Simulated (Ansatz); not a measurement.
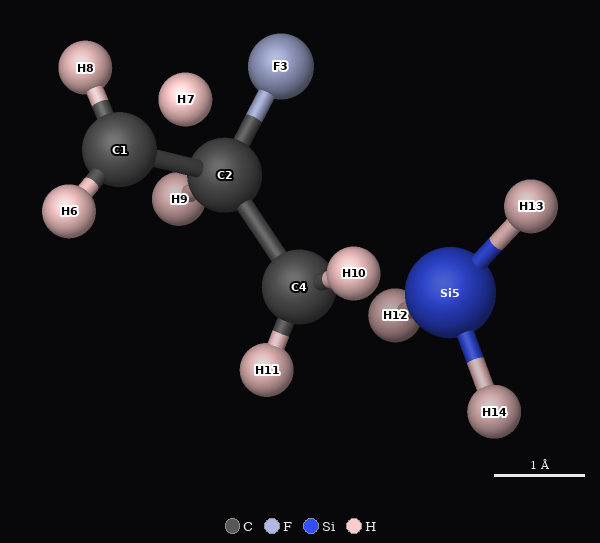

**Figure 1.** The input geometry (ball-and-stick view, seen at a tilt; atoms are numbered from 1 in the order of the input). Sticks are drawn by distance; a stretched bond gets none, so the picture shows separate pieces. Bond lengths as drawn: C–C 1.54 to 1.57 Å, C–F 1.40 Å, C–H 0.99 to 1.20 Å and H–Si 1.43 to 1.56 Å.

**Geometry relaxation of C$_{3}$H$_{9}$FSi**

- system: C$_{3}$H$_{9}$FSi
- method: RKS PBEsol-d4/def2-SVP (Ansatz 0.2.0)

The run did not end well. The geometry comes from this level: PBE0-D4/def2-TZVP.

Input:
```yaml
crystal:
  periodic: [false, false, false]
  atoms:
    - {symbol: C, position_ang: [-1.878746, 0.916141, 0.664892]}
    - {symbol: C, position_ang: [-0.385583, 0.683639, 0.237659]}
    - {symbol: F, position_ang: [0.441077, 1.164807, 1.254569]}
    - {symbol: C, position_ang: [-0.123733, -0.692353, -0.395975]}
    - {symbol: Si, position_ang: [2.030135, -0.872766, -0.692434]}
    - {symbol: H, position_ang: [-2.676701, 0.599262, 0.167838]}
    - {symbol: H, position_ang: [-1.875701, 0.187179, 1.828632]}
    - {symbol: H, position_ang: [-1.872499, 1.814130, 1.171927]}
    - {symbol: H, position_ang: [-0.155840, 1.465875, -0.642019]}
    - {symbol: H, position_ang: [-0.167683, -1.470811, 0.313854]}
    - {symbol: H, position_ang: [-0.495958, -0.964736, -1.276366]}
    - {symbol: H, position_ang: [2.403009, 0.190703, -1.770017]}
    - {symbol: H, position_ang: [2.489833, -1.207718, 0.624559]}
    - {symbol: H, position_ang: [2.055392, -2.056938, -1.515010]}
basis:
  gaussian: {orbitals: def2-SVP}
hamiltonian: {xc: {name: PBEsol}, dispersion: d4}
relax: {f_tol: 0.001, max_steps: 3}
output: {forces: true}
```

Run as:
```bash
ansatz run in.yaml --threads 4 --pin off --events-out ev --progress --plain --max-ram 10444MiB
```

Output:
```
Functional definition: PBEsol
  name "PBEsol"
  cite "Perdew et al., Phys. Rev. Lett. 100, 136406 (2008) doi:10.1103/PhysRevLett.100.136406"
  cite "Perdew, Burke & Ernzerhof, Phys. Rev. Lett. 77, 3865 (1996) doi:10.1103/PhysRevLett.77.3865"
  parent pbesol
  exchange = pbesol_x
  correlation = pbesol_c
1340 factors; their error is unknown
mean field evaluation 1: about -13782.4589 eV, gradient 6.6e1 eV
mean field evaluation 2: about -13758.7935 eV, gradient 1.0e2 eV
mean field evaluation 4: about -13793.7452 eV, gradient 1.1e1 eV
mean field evaluation 8: about -13793.9583 eV, gradient 2.0e-1 eV
mean field evaluation 16: about -13793.8741 eV, gradient 3.9e-4 eV
mean field -13793.87410513 eV, -506.9155235400 hartree, gradient 2.8e-5 eV, S^2 0.000000; 0 other end points of the search recorded, 0 dependent functions left out
the calculation of the forces begins
reference -13793.87414247 eV, -506.9155249122 hartree; 25, 25 occupied and 94, 94 virtual orbitals, 1340 factors
relax step   1: F+E_penalty+E_count = -13793.96358511 eV  Δ(F+E_penalty+E_count) = +0.000e0 eV  max|allowed force component| = 6.439e0 eV/Å  Δτ_max = 0.0000 Å  (28 SCF iters, accepted)
these checks for a lower state are left out or cut short: starts, cluster_reference, orbital_swaps, neighbouring_geometries, increment
1340 factors; their error is unknown
mean field -13796.54648307 eV, -507.0137316177 hartree, gradient 2.6e-5 eV, S^2 0.000000; 0 other end points of the search recorded, 0 dependent functions left out
the calculation of the forces begins
reference -13796.54652060 eV, -507.0137329968 hartree; 25, 25 occupied and 94, 94 virtual orbitals, 1340 factors
relax step   2: F+E_penalty+E_count = -13796.63481163 eV  Δ(F+E_penalty+E_count) = -2.671e0 eV  max|allowed force component| = 1.800e0 eV/Å  Δτ_max = 0.1914 Å  (34 SCF iters, accepted)
these checks for a lower state are left out or cut short: starts, cluster_reference, orbital_swaps, neighbouring_geometries, increment
1340 factors; their error is unknown
mean field evaluation 32: about -13796.8266 eV, gradient 1.8e-3 eV
mean field -13796.82657272 eV, -507.0240247227 hartree, gradient 5.8e-6 eV, S^2 0.000000; 0 other end points of the search recorded, 0 dependent functions left out
the calculation of the forces begins
reference -13796.82661023 eV, -507.0240261010 hartree; 25, 25 occupied and 94, 94 virtual orbitals, 1340 factors
relax step   3: F+E_penalty+E_count = -13796.91598275 eV  Δ(F+E_penalty+E_count) = -2.812e-1 eV  max|allowed force component| = 7.839e-1 eV/Å  Δτ_max = 0.1437 Å  (29 SCF iters, accepted)
```

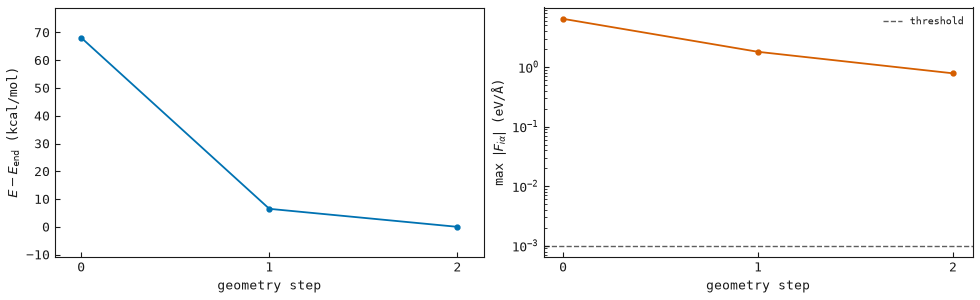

**Figure 2.** Progress of the relaxation, step by step (the first geometry is step 0 here and step 1 in the log).

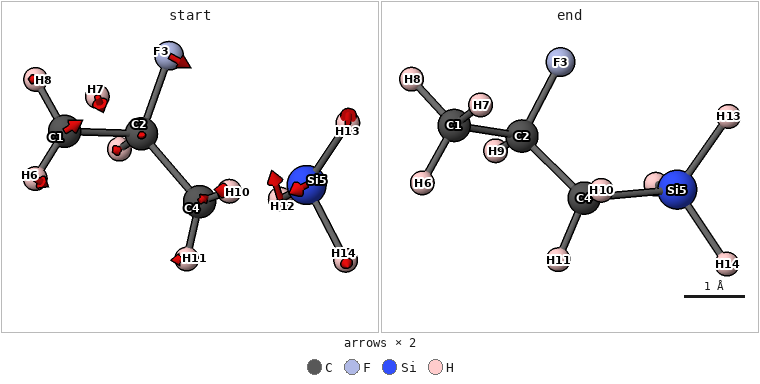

**Figure 3.** Before (left) and after (right) the relaxation, at one scale (ball-and-stick view, seen at a tilt). The red arrows give the displacements, magnified 2 times. The relaxation stopped without meeting its thresholds, so the last structure isn't shown to be converged. The largest move after the best rigid fit is that of H12, 0.30 Å. Largest moves by element: H 0.30 Å, Si 0.22 Å, F 0.22 Å, C 0.20 Å. Distances before and after: C4–Si5 2.182 → 1.871 Å, C1–H7 1.373 → 1.086 Å, C1–H6 0.992 → 1.118 Å, Si5–H13 1.435 → 1.528 Å. Among the angles that change: H12–Si5–H13 135.8° → 106.3°, C2–C1–H6 125.5° → 111.8°, C2–C4–H11 123.1° → 110.0°. After 2 geometry steps the energy has fallen by 68.1 kcal/mol. The largest force component goes from 6.4 to 0.78 eV/Å. (Atoms are counted from 1 in the order of the input.)

```
Error: geometry relaxation did not converge after 3 steps: max|allowed force component| = 7.84e-1 eV/Å (threshold 1.0e-3). Raise `relax.max_steps` over both its present limit and 3, loosen `relax.f_tol`, or start from a geometry closer to equilibrium. Where this run's directory can be resumed (`checkpoint.write`), a resume goes on for up to `relax.max_steps` more
```

Trajectory as extended XYZ (Å, eV, eV/Å), 3 frames, from step=1 to step=3:
```
14
Properties=species:S:1:pos:R:3:forces:R:3 step=1 energy=-13793.96358
C    -1.8787    0.9161    0.6649    6.4387  -3.3447   6.1672
C    -0.3856    0.6836    0.2377   -1.6911   1.9529  -3.4071
F     0.4411    1.1648    1.2546   -0.2829  -1.3397  -0.2226
C    -0.1237   -0.6924   -0.3960    5.9097   2.9575   4.5611
Si    2.0301   -0.8728   -0.6924   -3.5962   1.2669  -1.5103
H    -2.6767    0.5993    0.1678   -3.8692  -1.4284  -3.0615
H    -1.8757    0.1872    1.8286   -0.2818   1.5512  -3.1283
H    -1.8725    1.8141    1.1719   -0.6456   3.1142   0.8184
H    -0.1558    1.4659   -0.6420   -0.5345  -1.1539   1.1566
H    -0.1677   -1.4708    0.3139   -0.6527  -1.6468   1.4532
H    -0.4960   -0.9647   -1.2764   -2.3613  -0.7547  -4.4953
H     2.4030    0.1907   -1.7700    0.3011  -0.1357   1.1272
H     2.4898   -1.2077    0.6246    1.0203   0.2185   1.1109
H     2.0554   -2.0569   -1.5150    0.2453  -1.2573  -0.5697
14
Properties=species:S:1:pos:R:3:forces:R:3 step=2 energy=-13796.63481
C    -1.8117    0.8464    0.7792    1.6920  -0.7537   1.7997
C    -0.3910    0.7251    0.1578   -0.7259  -0.1643   0.1971
F     0.4618    1.0333    1.2228    0.2475   0.0273  -0.3387
C    -0.0461   -0.6645   -0.3597    1.7386   0.0301   0.7531
Si    1.8729   -0.9226   -0.7510   -0.6225   0.7058   0.4448
H    -2.6302    0.5227    0.1557   -0.7518   0.0911  -0.8548
H    -1.8900    0.1811    1.7513    0.4097   0.8682  -1.4912
H    -1.8550    1.8891    1.1427   -0.5881   0.1704  -0.0964
H    -0.2110    1.5050   -0.6636   -0.2697  -0.5186   0.6052
H    -0.3220   -1.4403    0.4010    0.0034   0.1388  -0.2178
H    -0.5095   -0.9116   -1.3020   -0.8779  -0.1026  -0.8826
H     2.4365    0.2510   -1.5932   -0.2558  -0.4538   0.4123
H     2.6109   -1.0726    0.5635    0.0649   0.0923  -0.2193
H     2.0713   -2.1857   -1.5324   -0.0645  -0.1308  -0.1113
14
Properties=species:S:1:pos:R:3:forces:R:3 step=3 energy=-13796.91598
C    -1.7555    0.8327    0.7936    0.4397   0.5027  -0.7456
C    -0.3619    0.6917    0.1778   -0.3758   0.1987   0.2330
F     0.5712    1.0065    1.1771   -0.1123   0.0236  -0.1842
C    -0.0213   -0.6813   -0.3652   -0.7134  -0.2034   0.1508
Si    1.8073   -0.9058   -0.6909    0.7839   0.0488  -0.0206
H    -2.5596    0.5444    0.0723    0.2010   0.1792   0.1198
H    -1.8060    0.1627    1.6470   -0.1643  -0.4677   0.7321
H    -1.8984    1.8891    1.1406   -0.0928  -0.3764  -0.1110
H    -0.2505    1.4488   -0.6321    0.1496   0.0932  -0.0833
H    -0.3337   -1.4569    0.3829    0.0167   0.0710  -0.1730
H    -0.6092   -0.8802   -1.3029    0.2335   0.0350   0.2774
H     2.3374    0.2692   -1.4907   -0.0782  -0.1095   0.0044
H     2.6716   -0.9944    0.5659   -0.3172  -0.0639  -0.2590
H     1.9957   -2.1700   -1.5030    0.0294   0.0686   0.0593
```

What the run reported:

```json
{"quantity": "outcome", "value": "not converged"}
{"quantity": "hardware", "value": "4 threads of Intel Xeon @ 2.80GHz, 23 GiB of memory available, shared host"}
{"quantity": "wall time", "value": "3.8 s (CPU time 14 s)"}
{"quantity": "peak memory", "value": "0.54 GiB"}
```

This input holds a deliberate fault: the optimiser is allowed too few steps. The run did not converge: “geometry relaxation did not converge after 3 steps: max|allowed force component| = 7.84e-1 eV/Å (threshold 1.0e-3). Raise `relax.max_steps` over both its present limit and 3, loosen `relax.f_tol`, or start from a geometry closer to equilibrium …” Its last values are not results.
